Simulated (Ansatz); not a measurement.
LaBi (rock salt), conventional cell a = b = c = 6.6623 Å, α = β = γ = 90.00°. The calculation uses the primitive cell of 2 atoms, to which meshes and values per cell refer.

The volume is varied about the relaxed value V₀ at fixed cell shape. Symmetry pins the atoms to their sites.

Computed with r2SCAN (plane waves to 500 eV, PAW, scalar-relativistic; Ansatz, an electronic-structure program). k mesh 12×12×12 (Γ-centred), Fermi-Dirac smearing 0.05 eV. E stands for the smeared free energy. LaBi is run without spin polarisation. LaBi was relaxed with its symmetry unable to fall. Spin-orbit coupling is left out, though Bi is heavy. The zero of ΔE is the relaxed starting cell.

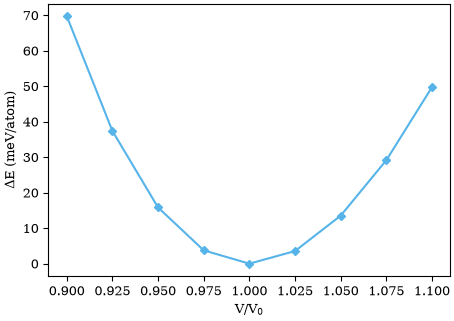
Figure: ΔE (meV/atom) against V/V₀; one marker a computed point.

**Question.** What is ΔE at V/V₀ = 0.900?

**Answer.** About 70 meV/atom.

**Question.** What is ΔE at V/V₀ = 1.100?

**Answer.** About 50 meV/atom.

**Question.** What bulk modulus B₀ follows from a third-order Birch-Murnaghan fit?

**Answer.** About 51 GPa.

(Under strain, the slope of the energy per volume gives the stress and its curvature an elastic modulus.)
